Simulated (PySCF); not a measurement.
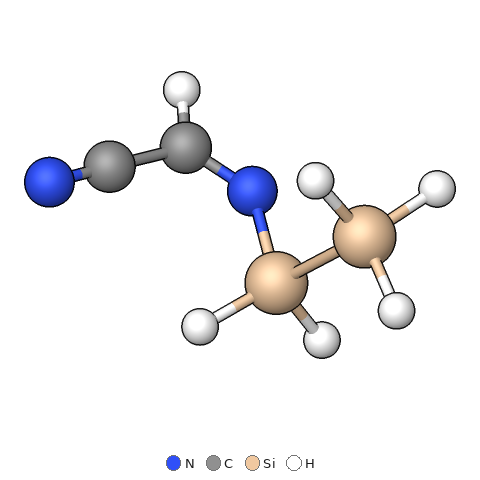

Structure of C₂H₆N₂Si₂, SMILES N#C/C=N\[SiH2][SiH3].

Vertical TDDFT excitations, PBE0/def2-TZVP, PySCF 2.14.0, at a PBE0-D3(BJ)/def2-SVP geometry (no frequency check), gas phase.

Where does it absorb, and how strongly?

The lowest singlet lies at 3.60 eV (344 nm, f = 0.001); the brightest of the first 10 is S2 at 5.01 eV (247 nm), f = 0.192, mainly HOMO−1 → LUMO (97 %). No singlet lies below 3.1 eV (beyond 400 nm), so at this level no vertical transition falls in the visible.


```
state  E (eV)  λ (nm)      f          main character
   S1    3.60     344  0.001      HOMO → LUMO (98 %)
   S2    5.01     247  0.192    HOMO−1 → LUMO (97 %)
   S3    5.78     214  0.004    HOMO−5 → LUMO (52 %)
   S4    6.16     201  0.062    HOMO−2 → LUMO (67 %)
   S5    6.26     198  0.020    HOMO → LUMO+1 (65 %)
   S6    6.49     191  0.043    HOMO−3 → LUMO (59 %)
   S7    6.70     185  0.018  HOMO−1 → LUMO+1 (57 %)
   S8    6.73     184  0.018    HOMO−4 → LUMO (41 %)
   S9    6.88     180  0.006    HOMO−6 → LUMO (84 %)
  S10    7.10     175  0.017    HOMO → LUMO+2 (80 %)
```

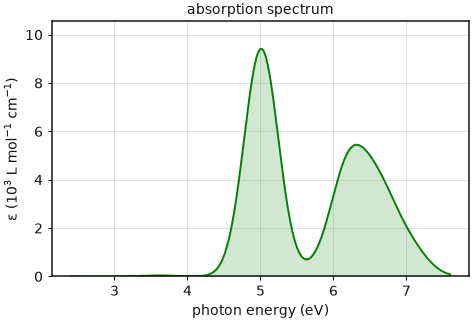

Only the first 10 singlet excitations are included; each is broadened by a Gaussian of 1/e half-width 0.33 eV.

Caveats: one conformer of a flexible molecule; core orbitals are frozen in the response; def2-TZVP has no diffuse functions, so states with Rydberg character are missing or too high.
